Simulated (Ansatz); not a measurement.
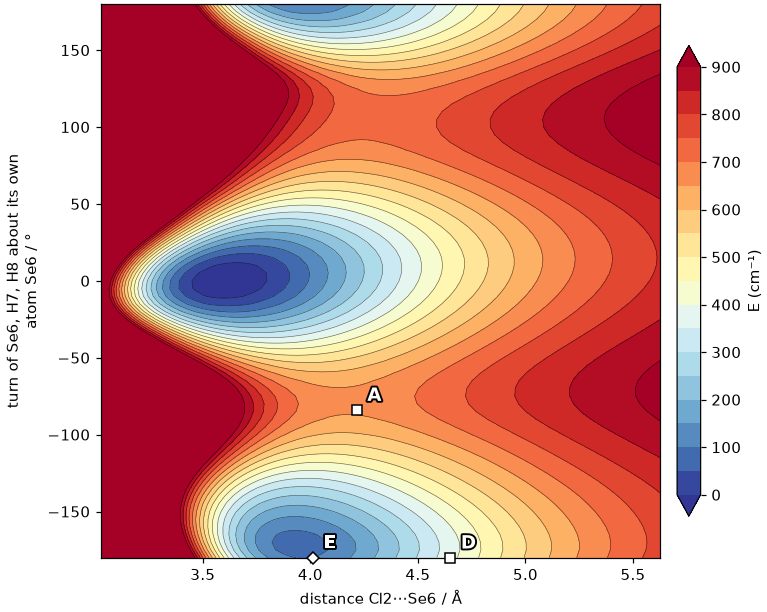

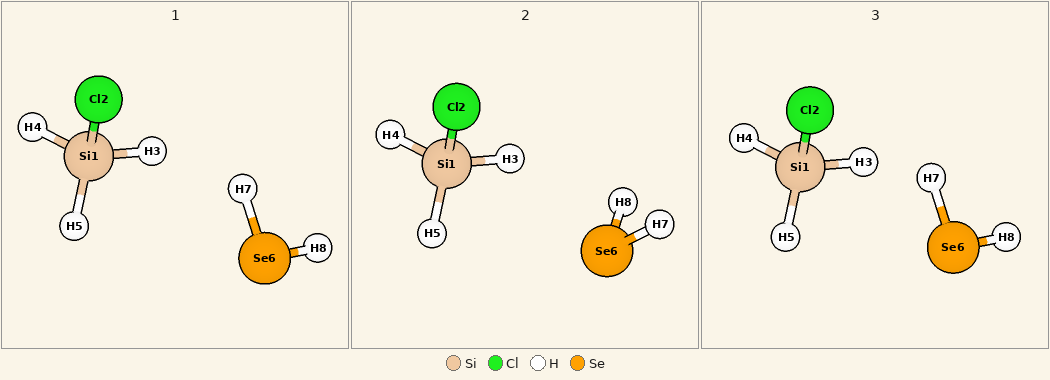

The pair ClH₃Si···H₂Se. 
- The turn is about an axis along (0.52, −0.83, 0.18) in the frame of the relaxed pair, normal to the line between the partners.
- Coordinates scanned: (1) distance Cl2···Se6; (2) turn of Se6, H7, H8 about its own atom Se6.
- The grid has 15 × 15 points.
- Points are written as (first, second).
- All energies are given in cm⁻¹ relative to the lowest grid point.
- Theory: RKS PBE0-D4/def2-SVPD in Ansatz.

Drawn: filled contours, one colour for all values above the top of the scale, lettered points. Between grid points the surface is interpolated. The numbered pictures are the structures at these points, in random order.

Which structure belongs to which point?

Answer. A is structure 2: (4.215 Å, −84°), 658 cm⁻¹; D is structure 1: (4.650 Å, −180°), 382 cm⁻¹; E is structure 3: (4.012 Å, −180°), 101 cm⁻¹.
